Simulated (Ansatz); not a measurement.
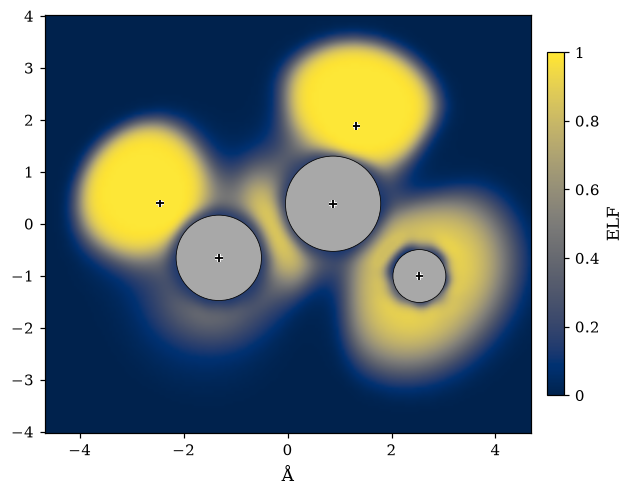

The electron localisation function on a plane through atoms (crosses mark nuclei in the plane; grey discs cover the cores).

Theory: isolated molecule in a Gaussian basis; Kohn-Sham density functional theory, functional PBE0 (Ansatz).

Candidates:
A. C₃H₈GeO (SMILES CO/C=[CH]/[GeH3])
B. FH₄PSi (SMILES F[SiH2]P)
C. ClGaGeH₄ (SMILES [Cl][GaH][GeH3])

Question: Which candidate gave the map?

Answer: Candidate C: ClGaGeH₄ on the plane of atoms Ga2, Ge3 and H5, which holds Cl, Ga, Ge and H. Ga–Cl (2.17 Å): the ELF peaks at about 0.85 in the valence shell of Cl, 0.9 Å from its nucleus, and is about 0.55 at the midpoint. Ga–Ge (2.43 Å): the ELF peaks at about 0.85 between the atoms; a covalent bond.
